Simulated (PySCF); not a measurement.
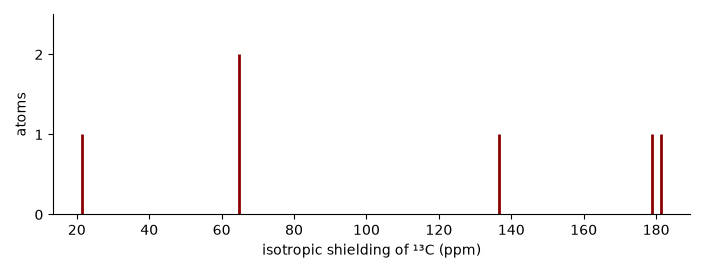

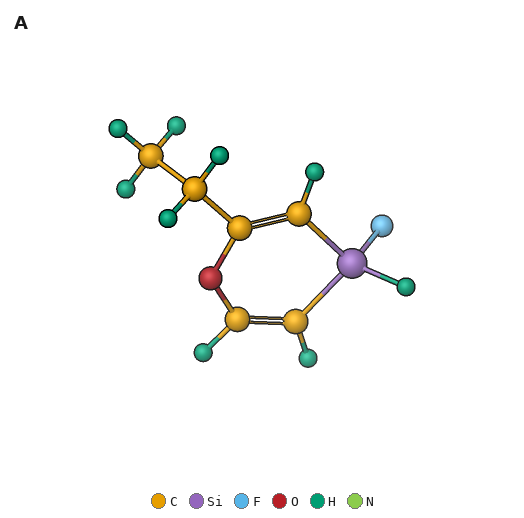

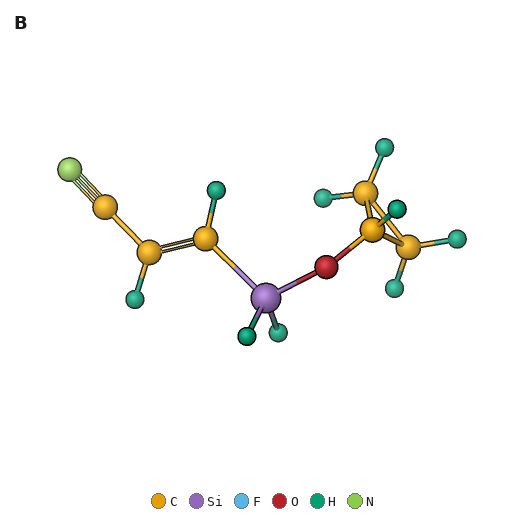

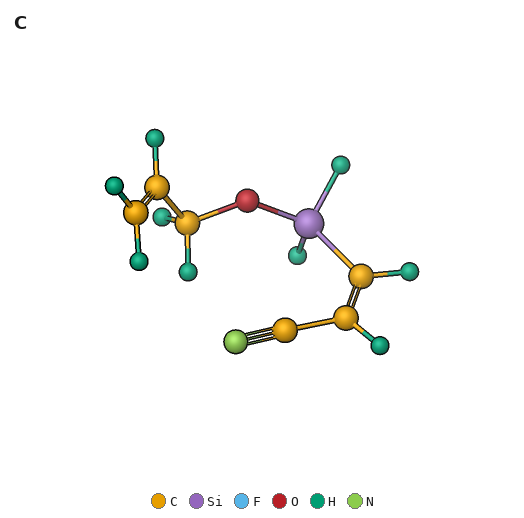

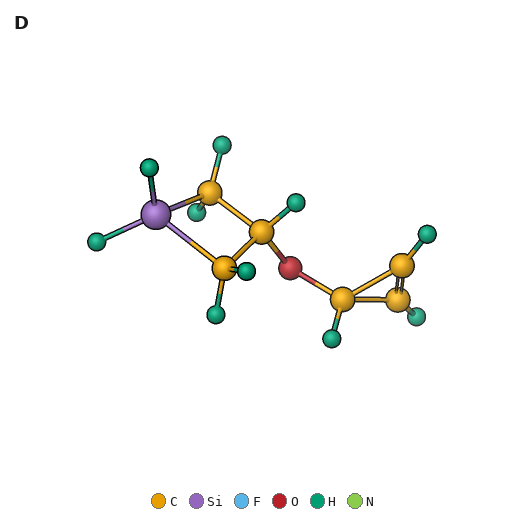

The sticks are computed shieldings of one of the molecules, for one fixed geometry (GFN2-xTB) without averaging over rotations. Low shielding means a high chemical shift. Method: GIAO PBE0/pcSseg-1 NMR shielding, non-relativistic, gas phase (PySCF 2.14.0).

### Which molecule gives this pattern?

B, `N#C/C=C/[SiH2]OC1CC1`. Its 6 C atoms give lines at 21.5, 64.8 (2 atoms), 136.7, 178.7, 181.3 ppm.

The geometry is semi-empirical. Around Si such bond lengths and angles can be off by a tenth of an ångström or more and by several degrees, and values that hang on the shape move with them.
